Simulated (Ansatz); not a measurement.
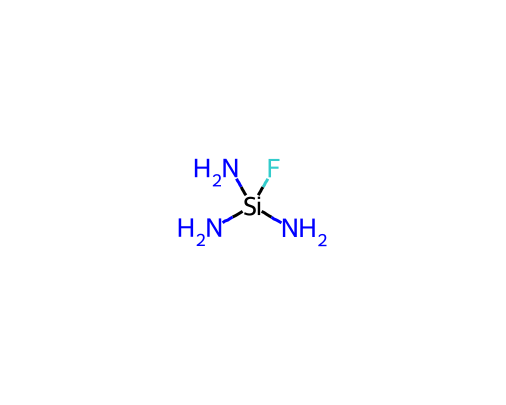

Structural formula above. The computed structure is the end point of a PBE-D4/def2-SVP optimisation. No frequency run is at hand to confirm it as a minimum.

What does the molecule look like in three dimensions?

The molecule is FH6N3Si. Its SMILES string is `N[Si](N)(N)F`. It has no ring. Among its groups: Si–N bond. Coordination, clear cases only: 1 Si tetrahedral.

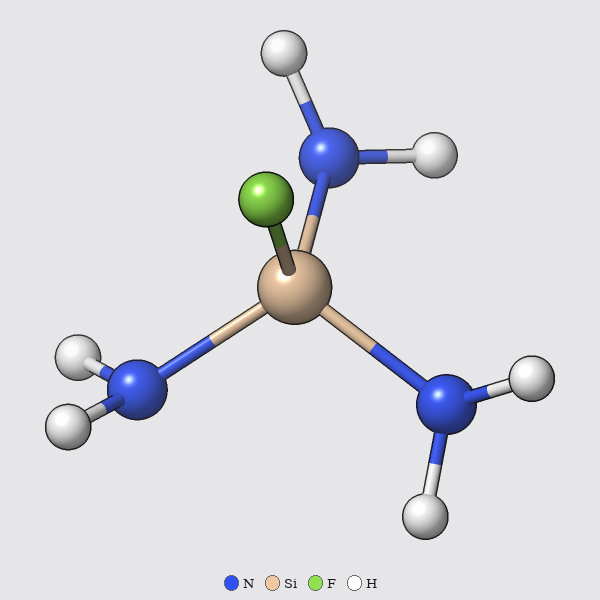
